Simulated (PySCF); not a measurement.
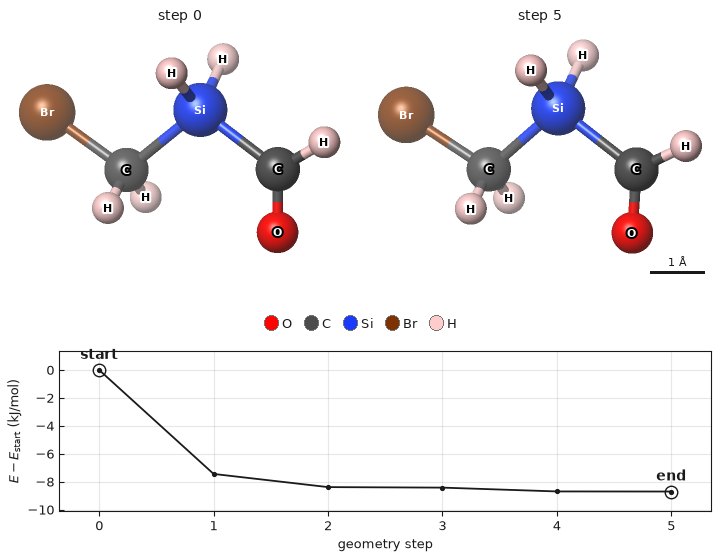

First and last geometry of a relaxation of C2H5BrOSi, with the history of the run. A ball-and-stick model, seen at a tilt.

The start comes from GFN2-xTB. Its atoms were then displaced at random by about 0.01 Å.

These are results of PySCF 2.14.0, density-fitted response routines, PBE0-D3(BJ)/def2-SVP geometry optimisation, gas phase, not measurements. 

**What do the curves and the structures tell?**

It converged. After 5 geometry steps the energy has fallen by 8.70 kJ/mol. The atom that moves furthest after the best rigid fit is the O atom (0.100 Å). Largest moves by element: O 0.100 Å, H 0.079 Å, Br 0.050 Å, Si 0.049 Å, C 0.047 Å. Some distances before and after: C–Si 1.936 → 1.882 Å, H–Si 1.456 → 1.493 Å, C–Si 1.905 → 1.934 Å, C–H 1.071 → 1.098 Å. Among the angles between lasting bonds that change: Si–C–H 116.5° → 120.1°, C–Si–H 108.5° → 111.3°, C–Si–C 108.1° → 105.5°.

| step | E − E(0), kJ/mol |
| --- | --- |
| 0 | 0.00 |
| 1 | -7.44 |
| 2 | -8.38 |
| 3 | -8.42 |
| 4 | -8.69 |
| 5 | -8.70 |
